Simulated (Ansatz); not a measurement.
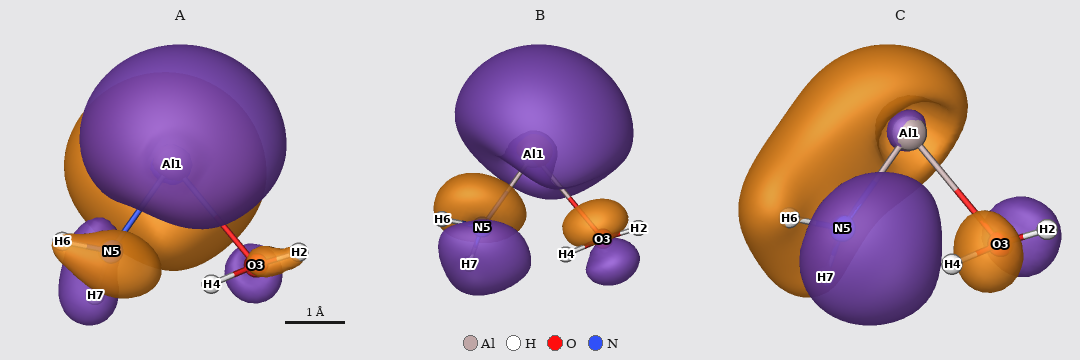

The picture shows: AlH$_{4}$NO. Three frontier orbitals at ±0.08 Å⁻³ᐟ² (orange and purple are the two phases), in no order.

Method: Ansatz 0.2.0, RKS PBE-D4/cc-pVDZ.

```xyz
7

Al   -0.9187   -0.2485    1.1004
H     1.7905   -0.5120    0.8106
O     1.2001    0.1929    0.4726
H     0.7994   -0.1769   -0.3852
N    -0.9589   -0.1872   -0.8226
H    -1.6623   -0.7363   -1.3375
H    -0.8896    0.7160   -1.3209
```

Q: Which picture is the HOMO−1, the HOMO and the LUMO?

A: C is the HOMO−1 (−5.91 eV). By Hirshfeld shares it lies mainly on N5 (about 60 %) and Al1 (about 20 %). B is the HOMO (−4.42 eV). It lies mainly on Al1 (about 70 %) and N5 (about 15 %). A is the LUMO (−1.48 eV). It lies mainly on Al1 (about 85 %) and N5 (about 5 %).

Q: What is the HOMO–LUMO gap?

A: 2.94 eV between the orbital energies.
